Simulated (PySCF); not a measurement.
# Atomic calculation, with input and output: Sc²⁺

Sc²⁺, configuration 1s2 2s2 2p6 3s2 3p6 3d1, multiplicity 2. Computed at this level: unrestricted M06-L, x2c-TZVPall, spin-free X2C-1e, Gaussian nucleus (PySCF).

## Input file
```python
from pyscf import gto, scf, dft, mp, cc
import basis_set_exchange as bse
mol = gto.M(atom="Sc 0 0 0", charge=2, spin=1, symmetry="D2h",
            basis=gto.basis.parse(bse.get_basis("x2c-TZVPall", elements=["Sc"], fmt="nwchem", header=False)),
            nucmod="G")
mf = dft.UKS(mol, xc="M06L").sfx2c1e()
mf.irrep_nelec = {'Ag': (3, 3), 'B1g': (1, 0), 'B1u': (2, 2), 'B2u': (2, 2), 'B3u': (2, 2)}
mf.kernel()
```

The script is an equivalent of what the driver set up; the driver started from orbitals of its own, so the log can be shorter than this script's would be, and it computed the properties (radii, ⟨L²⟩, response) afterwards. It also set what the script leaves out: ang = 14. It held the occupations shell by shell, which the script's counts by irreducible representation don't always enforce.

Hardware: 1 thread of Intel Xeon, 54 GiB of memory available, shared host.

The run was one of a batch that the task file lists, launched with:
```bash
OMP_NUM_THREADS=1 python <driver script> TASK.json OUT
```

## Log (extracts)
```
damping factor = 0
level_shift factor = 0
DIIS = <class 'pyscf.scf.diis.CDIIS'>
diis_start_cycle = 1
diis_space = 10
diis_damp = 0
SCF conv_tol = 1e-09
SCF conv_tol_grad = None
number electrons alpha = 10  beta = 9
XC functionals = M06L
    Y. Zhao and D. G. Truhlar.,  J. Chem. Phys. 125, 194101 (2006)
    Y. Zhao and D. G. Truhlar.,  J. Chem. Phys. 125, 194101 (2006)
    Y. Zhao and D. G. Truhlar.,  Theor. Chem. Acc. 120, 215 (2008)
cycle= 1 E= -763.435124625015  delta_E= -0.00545  |g|= 0.0146  |ddm|= 0.0775
cycle= 2 E= -763.43520100078  delta_E= -7.64e-05  |g|= 0.00764  |ddm|= 0.0167
cycle= 3 E= -763.435218518143  delta_E= -1.75e-05  |g|= 0.000703  |ddm|= 0.00721
cycle= 4 E= -763.435218746502  delta_E= -2.28e-07  |g|= 9.5e-05  |ddm|= 0.000596
cycle= 5 E= -763.435218750062  delta_E= -3.56e-09  |g|= 5.58e-06  |ddm|= 0.000113
cycle= 6 E= -763.435218750082  delta_E= -2.02e-11  |g|= 7.97e-07  |ddm|= 7.18e-06
converged SCF energy = -763.435218750082  <S^2> = 0.75065496  2S+1 = 2.0006549
```

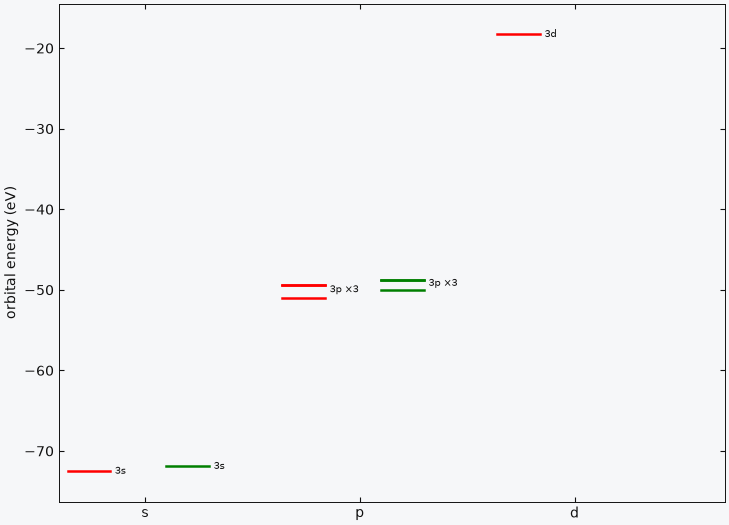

Fig. 1: Orbital energies of the mean field, from the top down to −72.5 eV, by angular momentum, α spin at the left of each column and β at the right; ×n counts the orbitals under one label. Empty levels that the record names by l alone aren't drawn. The highest filled orbital is 3d α at −18.3 eV, the lowest empty one d α at −18.9 eV.

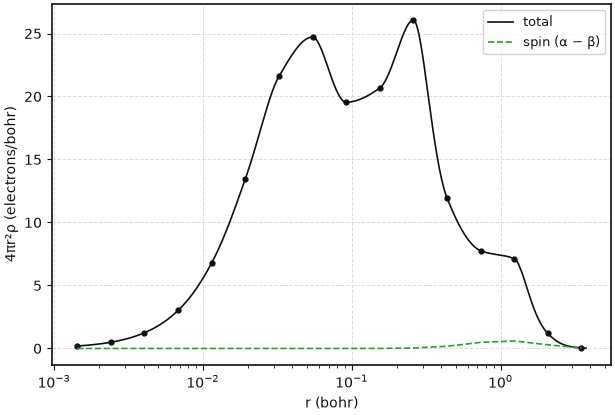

Fig. 2: Spherically averaged radial density 4πr²ρ of the mean field and its spin part; markers are the stored points, which are sparse, and the line is a monotone interpolation between them. The largest stored value is 26.1 electrons/bohr at r = 0.26 bohr. Root-mean-square radii of the shells: 1s 0.0845, 2p 0.341, 2s 0.371, 3s 1.15, 3p 1.26, 3d 1.72 bohr.

## Outcome

| quantity | value |
| --- | --- |
| outcome | converged |
| total energy | −763.435219 hartree |
| ⟨S²⟩ | 0.751 |
| ⟨L²⟩ | 6.03 |
| SCF iterations | 6 |

## What is odd here

The input is odd on purpose: angular grid far too coarse. The program ran to the end. Its numbers are those of this setting; this run alone doesn't show how far the oddity moves them. The driver held the occupations shell by shell, and empty d levels lie below the filled 3d.
